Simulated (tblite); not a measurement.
**Run report: Si2N2H5O, geometry relaxation (part 1 of 3)**

Si2N2H5O, multiplicity 2, computed with GFN2-xTB geometry optimisation, gas phase (tblite 0.8.0).

It belongs to a series of runs on one base structure; here: H removed from O.

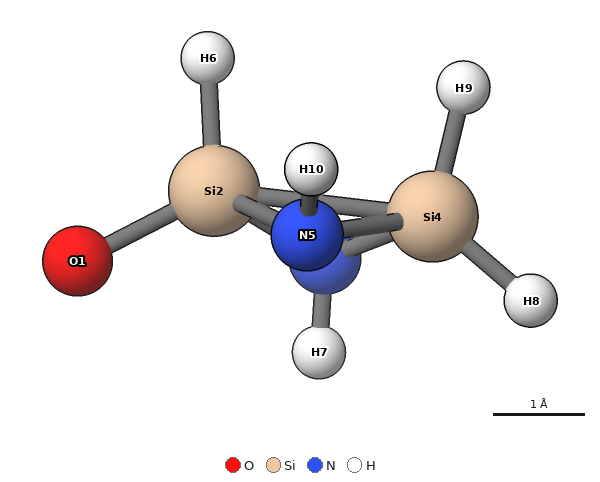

**Figure 1.** The structure as given in the input (ball-and-stick view, seen at a tilt; atoms are numbered from 1 in the order of the input).

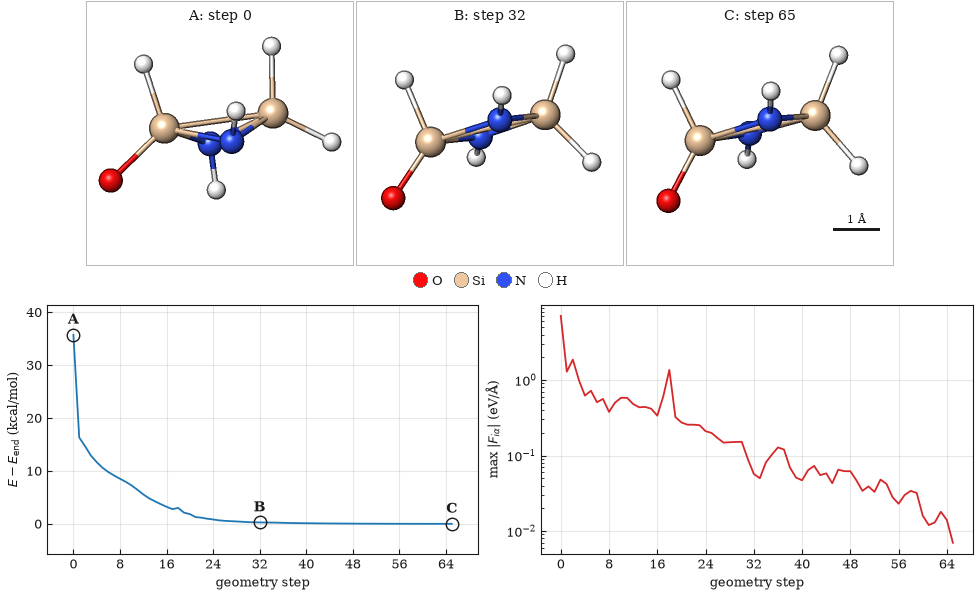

**Figure 2.** Frames of the relaxation (ball-and-stick view, seen at a tilt) above the curves, on which the letters mark them (steps are counted from 0).

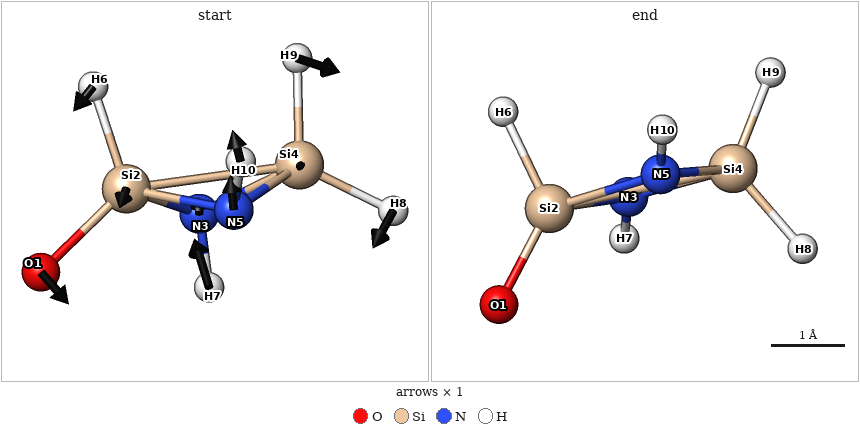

**Figure 3.** Before (left) and after (right) the relaxation, at one scale (ball-and-stick view, seen at a tilt). The black arrows give the displacements, at true length. The atom that moves furthest after the best rigid fit is H7 (0.83 Å). By element the largest moves are H 0.83 Å, O 0.59 Å, N 0.49 Å, Si 0.32 Å. Distances before and after: Si2–Si4 2.436 → 2.631 Å, O1–Si2 1.698 → 1.516 Å, N3–Si4 1.800 → 1.733 Å, N3–H7 1.049 → 1.005 Å. Among the angles that change: Si2–Si4–H9 96.4° → 125.1°, Si2–Si4–H8 146.2° → 117.6°, Si4–N5–H10 109.8° → 127.3°. After 65 geometry steps the energy has fallen by 35.7 kcal/mol. The largest force component goes from 7.1 to 0.007 eV/Å. (Atoms are counted from 1 in the order of the input.)

These pictures come from the run below.

## Input file
```
{"job": {"kind": "relax", "xc": "GFN2-xTB", "basis": "xTB"}, "charge": 0, "multiplicity": 2}
O     -0.206100    -2.691500    -0.229300
Si    -0.221600    -1.110700     0.390900
N     -1.291800     0.066400    -0.347500
Si     0.062600     1.240000    -0.180700
N      1.124500    -0.201100    -0.370300
H     -0.228600    -1.021600     1.861900
H     -1.569100    -0.100200    -1.345200
H      0.214500     2.206900    -1.240600
H      0.175100     1.728300     1.193100
H      1.949400    -0.112000     0.245100
```

The first line tells a small driver script what to run in tblite; the rest is the geometry in Å.

Command:
```bash
OMP_NUM_THREADS=1 python <driver script> task.json out
```

## The program's output
```
step      E/eV     max force
  0    -432.78243    7.225
  1    -433.62468    1.414
  2    -433.69543    2.093
  3    -433.77275    1.005
  4    -433.82647    0.674
  5    -433.87240    0.795
  6    -433.90772    0.541
  7    -433.93627    0.574
  8    -433.96282    0.386
  9    -433.98806    0.599
 10    -434.01759    0.701
 11    -434.05310    0.630
 12    -434.09084    0.526
 13    -434.12299    0.459
 14    -434.14774    0.471
 15    -434.17093    0.451
 16    -434.19266    0.432
 17    -434.21158    0.699
 18    -434.20190    1.435
 19    -434.24051    0.326
 20    -434.25253    0.301
 21    -434.27724    0.323
 22    -434.28199    0.286
 23    -434.29056    0.275
 24    -434.29642    0.300
 25    -434.30384    0.244
 26    -434.30781    0.193
 27    -434.31042    0.179
 28    -434.31266    0.152
 29    -434.31536    0.167
 30    -434.31827    0.158
 31    -434.32000    0.098
 32    -434.32071    0.059
 33    -434.32121    0.058
 34    -434.32189    0.092
 35    -434.32277    0.108
 36    -434.32391    0.129
 37    -434.32512    0.125
 38    -434.32615    0.076
 39    -434.32683    0.062
 40    -434.32726    0.056
 41    -434.32775    0.066
 42    -434.32833    0.077
 43    -434.32887    0.059
 44    -434.32925    0.066
 45    -434.32952    0.052
 46    -434.32982    0.066
 47    -434.33020    0.064
 48    -434.33061    0.073
 49    -434.33088    0.057
 50    -434.33102    0.037
 51    -434.33114    0.041
 52    -434.33130    0.045
 53    -434.33149    0.066
 54    -434.33167    0.056
 55    -434.33178    0.030
 56    -434.33186    0.029
 57    -434.33194    0.036
 58    -434.33204    0.038
 59    -434.33212    0.035
 60    -434.33217    0.017
 61    -434.33219    0.014
 62    -434.33222    0.016
 63    -434.33225    0.018
 64    -434.33227    0.014
 65    -434.33229    0.008
```

## Trajectory as extended XYZ (Å, eV, eV/Å), 66 frames, from step=0 to step=65
```
10
Properties=species:S:1:pos:R:3:forces:R:3 step=0 energy=-432.78243
O    -0.2061   -2.6915   -0.2293   -0.2180   4.6310   1.7500
Si   -0.2216   -1.1107    0.3909    0.2470  -7.0680  -1.4760
N    -1.2918    0.0664   -0.3475    0.2260   1.0990  -1.0290
Si    0.0626    1.2400   -0.1807    0.1910  -0.3740  -0.7560
N     1.1245   -0.2011   -0.3703    0.2090   1.7180   1.4280
H    -0.2286   -1.0216    1.8619   -0.1390   0.1920  -0.4760
H    -1.5691   -0.1002   -1.3452    0.1680   0.0680   1.5140
H     0.2145    2.2069   -1.2406   -0.0540  -0.0050  -0.0850
H     0.1751    1.7283    1.1931   -0.2180   0.1350  -0.1720
H     1.9494   -0.1120    0.2451   -0.4120  -0.3980  -0.6980
10
Properties=species:S:1:pos:R:3:forces:R:3 step=1 energy=-433.62468
O    -0.2092   -2.6253   -0.2043   -0.2010   0.1690  -0.0660
Si   -0.2181   -1.2117    0.3698   -0.0270  -1.2900   0.0990
N    -1.2886    0.0821   -0.3622    1.2170   0.4290   0.3310
Si    0.0653    1.2347   -0.1915   -0.0370  -0.3690  -0.3100
N     1.1274   -0.1765   -0.3499   -0.7420   1.0080   0.6570
H    -0.2305   -1.0188    1.8551   -0.0910   0.1530  -0.7190
H    -1.5667   -0.0993   -1.3235   -0.1470  -0.0180   0.4590
H     0.2137    2.2069   -1.2418   -0.0210   0.0540  -0.1720
H     0.1720    1.7302    1.1907   -0.2220   0.0870  -0.3110
H     1.9435   -0.1176    0.2351    0.2710  -0.2230   0.0320
10
Properties=species:S:1:pos:R:3:forces:R:3 step=2 energy=-433.69543
O    -0.2129   -2.6176   -0.2036   -0.1820  -1.8630  -0.9360
Si   -0.2183   -1.2410    0.3700   -0.0250   1.0360   0.8280
N    -1.2676    0.0906   -0.3577    0.7340  -0.0160   0.1420
Si    0.0649    1.2280   -0.1975    0.0120   0.3370  -0.1470
N     1.1150   -0.1576   -0.3372   -0.1560   0.3870   0.6430
H    -0.2322   -1.0160    1.8423   -0.0830   0.1300  -0.5880
H    -1.5690   -0.0995   -1.3141   -0.1010   0.0430   0.5870
H     0.2133    2.2078   -1.2448   -0.0250   0.0140  -0.1440
H     0.1680    1.7319    1.1852   -0.2300   0.0950  -0.3310
H     1.9477   -0.1219    0.2349    0.0560  -0.1640  -0.0550
10
Properties=species:S:1:pos:R:3:forces:R:3 step=3 energy=-433.77275
O    -0.2183   -2.6364   -0.2156   -0.1570  -0.6240  -0.4360
Si   -0.2186   -1.2515    0.3812    0.0240   0.0260  -0.0680
N    -1.2420    0.0971   -0.3532    0.1090  -0.4000   0.1120
Si    0.0649    1.2281   -0.2045    0.1180   0.9980   0.0050
N     1.1043   -0.1373   -0.3177    0.3120  -0.2890   0.5020
H    -0.2348   -1.0120    1.8244   -0.0930   0.1350  -0.1970
H    -1.5720   -0.0990   -1.2977   -0.0880   0.0530   0.5560
H     0.2126    2.2086   -1.2491   -0.0210   0.0350  -0.1760
H     0.1616    1.7345    1.1763   -0.2420   0.1470  -0.2770
H     1.9511   -0.1275    0.2334    0.0370  -0.0820  -0.0200
10
Properties=species:S:1:pos:R:3:forces:R:3 step=4 energy=-433.82647
O    -0.2255   -2.6542   -0.2298   -0.1330  -0.0730  -0.1890
Si   -0.2183   -1.2686    0.3847    0.1020  -0.2410  -0.6210
N    -1.2196    0.0951   -0.3471   -0.0510  -0.3690   0.3220
Si    0.0673    1.2465   -0.2102    0.1650   0.5440   0.1080
N     1.1010   -0.1264   -0.2930    0.1290  -0.4080   0.1900
H    -0.2386   -1.0061    1.8069   -0.0980   0.1190   0.1230
H    -1.5761   -0.0977   -1.2745   -0.1580   0.0070   0.2960
H     0.2117    2.2101   -1.2560    0.0070   0.1870  -0.3470
H     0.1520    1.7395    1.1642   -0.2340   0.2620  -0.0890
H     1.9551   -0.1336    0.2322    0.2710  -0.0270   0.2060
10
Properties=species:S:1:pos:R:3:forces:R:3 step=5 energy=-433.87240
O    -0.2354   -2.6747   -0.2480   -0.1010   0.2400  -0.0400
Si   -0.2158   -1.2890    0.3764    0.1670  -0.2920  -0.7200
N    -1.1960    0.0880   -0.3333   -0.1790  -0.1850   0.2980
Si    0.0727    1.2698   -0.2139    0.1580  -0.1080   0.0640
N     1.0969   -0.1207   -0.2654    0.2170  -0.3230   0.0350
H    -0.2443   -0.9980    1.7917   -0.0880   0.0410   0.1910
H    -1.5838   -0.0966   -1.2467   -0.1880   0.0000   0.1940
H     0.2110    2.2161   -1.2706    0.0200   0.2300  -0.4150
H     0.1378    1.7501    1.1512   -0.2110   0.3930   0.1490
H     1.9659   -0.1403    0.2361    0.2050   0.0040   0.2450
10
Properties=species:S:1:pos:R:3:forces:R:3 step=6 energy=-433.90772
O    -0.2460   -2.6925   -0.2665   -0.0680   0.2950  -0.0150
Si   -0.2104   -1.3079    0.3593    0.2010  -0.1390  -0.4320
N    -1.1781    0.0795   -0.3166   -0.2320   0.0260   0.1740
Si    0.0801    1.2859   -0.2167    0.1450  -0.5080  -0.0520
N     1.0984   -0.1203   -0.2399    0.2350  -0.1590  -0.1000
H    -0.2510   -0.9905    1.7805   -0.0600  -0.0780   0.0420
H    -1.5940   -0.0954   -1.2180   -0.2210   0.0110   0.1450
H     0.2108    2.2252   -1.2909    0.0110   0.0880  -0.2800
H     0.1214    1.7670    1.1429   -0.1840   0.4500   0.2370
H     1.9778   -0.1462    0.2433    0.1720   0.0140   0.2790
10
Properties=species:S:1:pos:R:3:forces:R:3 step=7 energy=-433.93627
O    -0.2558   -2.7049   -0.2834   -0.0360   0.2330  -0.0450
Si   -0.2023   -1.3217    0.3402    0.1830   0.0540  -0.0830
N    -1.1686    0.0726   -0.3006   -0.1750   0.1780   0.0620
Si    0.0889    1.2911   -0.2203    0.1010  -0.5610  -0.0660
N     1.1052   -0.1237   -0.2213    0.2650  -0.0280  -0.1420
H    -0.2574   -0.9864    1.7712   -0.0200  -0.1830  -0.1280
H    -1.6065   -0.0941   -1.1914   -0.2710   0.0230   0.0960
H     0.2106    2.2332   -1.3116   -0.0030  -0.1270  -0.0570
H     0.1046    1.7892    1.1403   -0.1520   0.3980   0.1010
H     1.9903   -0.1507    0.2544    0.1100   0.0140   0.2610
10
Properties=species:S:1:pos:R:3:forces:R:3 step=8 energy=-433.96282
O    -0.2652   -2.7121   -0.3002   -0.0060   0.1490  -0.0870
Si   -0.1911   -1.3306    0.3210    0.1180   0.2050   0.1870
N    -1.1654    0.0688   -0.2850   -0.0500   0.2250  -0.0620
Si    0.0990    1.2868   -0.2239    0.0380  -0.3780  -0.0050
N     1.1185   -0.1297   -0.2079    0.2260   0.0730  -0.1250
H    -0.2635   -0.9867    1.7610    0.0260  -0.2550  -0.2380
H    -1.6238   -0.0923   -1.1658   -0.3070   0.0480   0.0880
H     0.2104    2.2371   -1.3309   -0.0070  -0.3460   0.1700
H     0.0862    1.8175    1.1393   -0.1040   0.2690  -0.1520
H     2.0036   -0.1542    0.2700    0.0670   0.0090   0.2240
10
Properties=species:S:1:pos:R:3:forces:R:3 step=9 energy=-433.98806
O    -0.2741   -2.7140   -0.3171    0.0240   0.0960  -0.1160
Si   -0.1781   -1.3350    0.3043    0.0230   0.2730   0.3040
N    -1.1649    0.0686   -0.2714    0.0880   0.1630  -0.1650
Si    0.1096    1.2762   -0.2264   -0.0260  -0.0770   0.0600
N     1.1366   -0.1358   -0.1989    0.1770   0.1260  -0.0450
H    -0.2686   -0.9925    1.7481    0.0690  -0.2830  -0.2510
H    -1.6467   -0.0895   -1.1404   -0.3150   0.0820   0.1070
H     0.2102    2.2337   -1.3458    0.0010  -0.5020   0.3270
H     0.0669    1.8499    1.1351   -0.0450   0.1140  -0.3790
H     2.0179   -0.1570    0.2898    0.0030   0.0090   0.1570
10
Properties=species:S:1:pos:R:3:forces:R:3 step=10 energy=-434.01759
O    -0.2838   -2.7113   -0.3379    0.0610   0.0760  -0.1290
Si   -0.1624   -1.3368    0.2883   -0.0820   0.2680   0.2780
N    -1.1632    0.0712   -0.2586    0.1850   0.0130  -0.2630
Si    0.1215    1.2617   -0.2277   -0.0660   0.2530   0.1160
N     1.1612   -0.1411   -0.1896    0.0810   0.1510   0.0670
H    -0.2731   -1.0049    1.7294    0.1070  -0.2730  -0.1590
H    -1.6799   -0.0846   -1.1088   -0.2770   0.1280   0.1600
H     0.2102    2.2200   -1.3572    0.0250  -0.5810   0.3920
H     0.0435    1.8902    1.1231    0.0270  -0.0520  -0.5390
H     2.0349   -0.1598    0.3165   -0.0620   0.0160   0.0760
10
Properties=species:S:1:pos:R:3:forces:R:3 step=11 energy=-434.05310
O    -0.2937   -2.7033   -0.3635    0.1050   0.0780  -0.1290
Si   -0.1455   -1.3359    0.2734   -0.1630   0.1940   0.0900
N    -1.1576    0.0751   -0.2490    0.1970  -0.1760  -0.3220
Si    0.1341    1.2468   -0.2273   -0.0650   0.4970   0.1630
N     1.1906   -0.1432   -0.1781   -0.0500   0.1470   0.1960
H    -0.2762   -1.0252    1.7052    0.1290  -0.2220   0.0490
H    -1.7244   -0.0762   -1.0691   -0.1890   0.1780   0.2210
H     0.2109    2.1925   -1.3633    0.0630  -0.5380   0.3210
H     0.0170    1.9366    1.0993    0.0980  -0.1950  -0.5800
H     2.0537   -0.1626    0.3497   -0.1260   0.0360  -0.0110
10
Properties=species:S:1:pos:R:3:forces:R:3 step=12 energy=-434.09084
O    -0.3009   -2.6912   -0.3902    0.1440   0.0720  -0.1230
Si   -0.1321   -1.3325    0.2610   -0.1790   0.0880  -0.1980
N    -1.1476    0.0776   -0.2465    0.1170  -0.3020  -0.2940
Si    0.1451    1.2375   -0.2241   -0.0290   0.4800   0.2070
N     1.2170   -0.1398   -0.1635   -0.1940   0.1150   0.2890
H    -0.2763   -1.0505    1.6821    0.1250  -0.1460   0.3130
H    -1.7722   -0.0643   -1.0263   -0.0780   0.2110   0.2490
H     0.2129    2.1539   -1.3623    0.1070  -0.3420   0.0680
H    -0.0067    1.9784    1.0646    0.1380  -0.2410  -0.4470
H     2.0697   -0.1645    0.3825   -0.1520   0.0650  -0.0640
10
Properties=species:S:1:pos:R:3:forces:R:3 step=13 energy=-434.12299
O    -0.3038   -2.6809   -0.4142    0.1740   0.0490  -0.1120
Si   -0.1252   -1.3292    0.2491   -0.1370   0.0020  -0.3630
N    -1.1346    0.0753   -0.2503    0.0190  -0.2650  -0.1940
Si    0.1529    1.2375   -0.2181   -0.0140   0.1650   0.1910
N     1.2320   -0.1317   -0.1450   -0.2830   0.0630   0.3010
H    -0.2738   -1.0735    1.6684    0.1120  -0.0960   0.4350
H    -1.8118   -0.0505   -0.9867   -0.0170   0.2130   0.2120
H     0.2167    2.1162   -1.3602    0.1440  -0.0820  -0.2690
H    -0.0228    2.0065    1.0276    0.1260  -0.1350  -0.1420
H     2.0794   -0.1651    0.4069   -0.1240   0.0880  -0.0590
10
Properties=species:S:1:pos:R:3:forces:R:3 step=14 energy=-434.14774
O    -0.3055   -2.6770   -0.4408    0.2060   0.0420  -0.0840
Si   -0.1205   -1.3304    0.2312   -0.0810  -0.0670  -0.2870
N    -1.1189    0.0685   -0.2531   -0.1550  -0.1180  -0.1900
Si    0.1605    1.2415   -0.2113   -0.0380  -0.1320   0.0460
N     1.2392   -0.1225   -0.1183   -0.2890  -0.0030   0.2520
H    -0.2714   -1.0926    1.6606    0.1110  -0.0980   0.3370
H    -1.8471   -0.0351   -0.9438    0.0650   0.2090   0.2200
H     0.2223    2.0861   -1.3685    0.1650   0.0370  -0.4400
H    -0.0378    2.0319    0.9937    0.0950   0.0290   0.1740
H     2.0880   -0.1656    0.4276   -0.0800   0.1010  -0.0290
10
Properties=species:S:1:pos:R:3:forces:R:3 step=15 energy=-434.17093
O    -0.3047   -2.6755   -0.4718    0.2330  -0.0050  -0.0720
Si   -0.1160   -1.3340    0.2076   -0.0270  -0.0960  -0.0530
N    -1.1050    0.0593   -0.2575   -0.2050   0.1070  -0.1160
Si    0.1683    1.2441   -0.2051   -0.1220  -0.2520  -0.1570
N     1.2423   -0.1141   -0.0842   -0.2240  -0.0840   0.1910
H    -0.2677   -1.1132    1.6559    0.1110  -0.1190   0.1140
H    -1.8827   -0.0157   -0.8925    0.0500   0.1790   0.1480
H     0.2309    2.0572   -1.3874    0.1740   0.0160  -0.4160
H    -0.0537    2.0615    0.9632    0.0670   0.1500   0.3730
H     2.0970   -0.1649    0.4493   -0.0570   0.1040  -0.0120
10
Properties=species:S:1:pos:R:3:forces:R:3 step=16 energy=-434.19266
O    -0.3005   -2.6754   -0.5081    0.2520  -0.0660  -0.0750
Si   -0.1107   -1.3406    0.1815    0.0120  -0.0680   0.1960
N    -1.0928    0.0519   -0.2623   -0.3310   0.2530  -0.1140
Si    0.1747    1.2440   -0.2025   -0.2010  -0.1310  -0.2240
N     1.2433   -0.1078   -0.0430   -0.1630  -0.1520   0.1090
H    -0.2623   -1.1373    1.6503    0.1010  -0.1360  -0.0980
H    -1.9218    0.0082   -0.8330    0.1190   0.1450   0.1430
H     0.2432    2.0261   -1.4157    0.1780  -0.0740  -0.2710
H    -0.0712    2.0984    0.9367    0.0790   0.1270   0.3370
H     2.1069   -0.1628    0.4736   -0.0460   0.1020  -0.0020
10
Properties=species:S:1:pos:R:3:forces:R:3 step=17 energy=-434.21158
O    -0.2817   -2.6733   -0.5347    0.2220  -0.1820  -0.1110
Si   -0.1140   -1.3436    0.1655    0.0030   0.0550   0.4180
N    -1.0946    0.0484   -0.2806    0.4310   0.3450   0.4280
Si    0.1696    1.2449   -0.2018   -0.2850  -0.0480  -0.3810
N     1.2273   -0.1042   -0.0058    0.0130  -0.1700   0.0570
H    -0.2498   -1.1625    1.6577    0.0540  -0.1290  -0.3190
H    -1.9423    0.0358   -0.7872   -0.6120   0.0730  -0.3250
H     0.2616    1.9963   -1.4453    0.1610  -0.1540  -0.0750
H    -0.0725    2.1174    0.9244    0.0620   0.1370   0.3070
H     2.1052   -0.1545    0.4852   -0.0490   0.0720   0.0020
```
